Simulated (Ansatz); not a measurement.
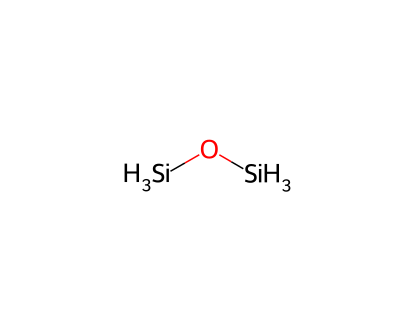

Source: calculation with Ansatz.

2D structure.

Q: Write the SMILES.

A: [SiH3]O[SiH3]

Q: Give the formula, hydrogens included.

A: H6OSi2.
